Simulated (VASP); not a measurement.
Band structure of SiGe (relaxed from the wurtzite structure, space group P6_3mc). All values below come from PBEsol GGA, VASP's PBE PAW potentials (set 64) (plane waves; VASP).

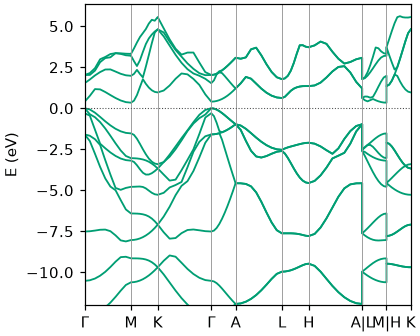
Fig. 1. Bands along high-symmetry lines, zero at the valence-band maximum or, without a gap, the Fermi level

Question: Read the plot: is there a gap, and where are the band edges?

Answer: The gap is indirect, 0.34 eV, from the valence maximum at Γ to the conduction minimum at M. (Edges off the drawn lines would not show.)

The structure was generated: SiGe was put into the wurtzite type (P6_3mc), which need not be its known phase. It was relaxed first, which changed the volume by +12 %.
